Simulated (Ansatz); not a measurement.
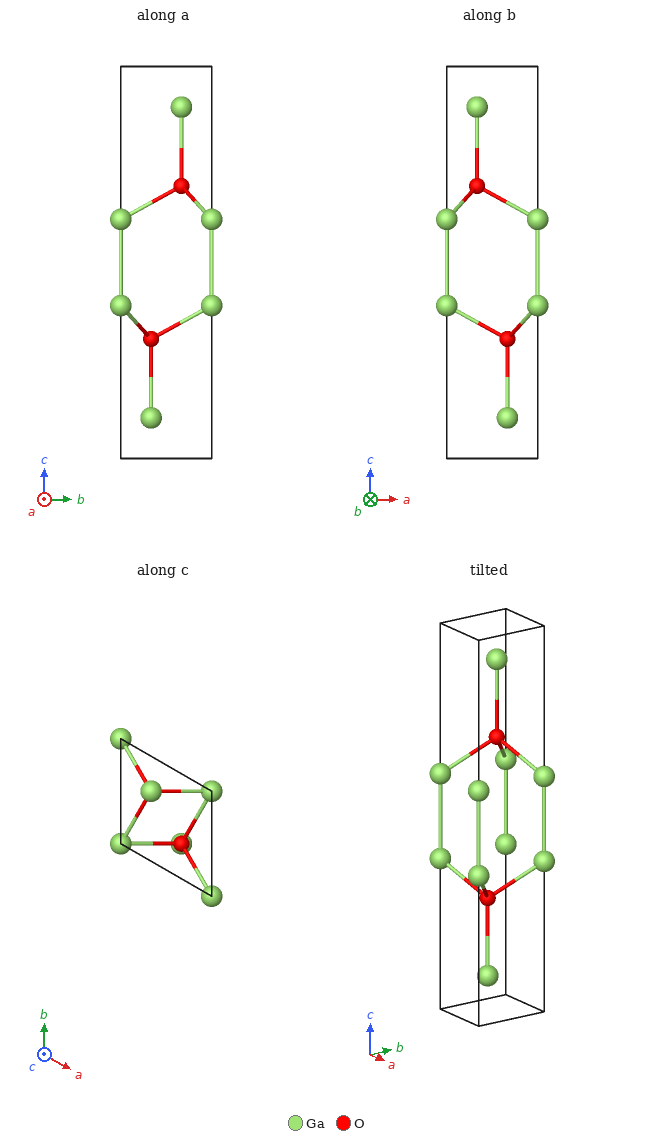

A ball-and-stick rendering, viewed along the a axis, along the b axis, along the c axis and slightly off an axis. One conventional unit cell is framed, with atoms on its boundary repeated.

Lattice parameters: a = 2.931 Å, b = 2.931 Å, c = 10.944 Å, α = 90.00°, β = 90.00°, γ = 120.00°.

**Record the structure as a table of Wyckoff sites, with free fractional coordinates to two decimals.**

Space group P-3m1 (No. 164).
```tsv
atom	site	x	y	z
Ga	2c	0.00	0.00	0.39
Ga	2d	0.6667	0.3333	0.10
O	2d	0.6667	0.3333	0.30
```

The structure comes from a structure type filled with these elements by a generator (whether the compound takes this form wasn't checked). The cell was then strained or its atoms displaced on purpose. A calculation with Ansatz used it as input.
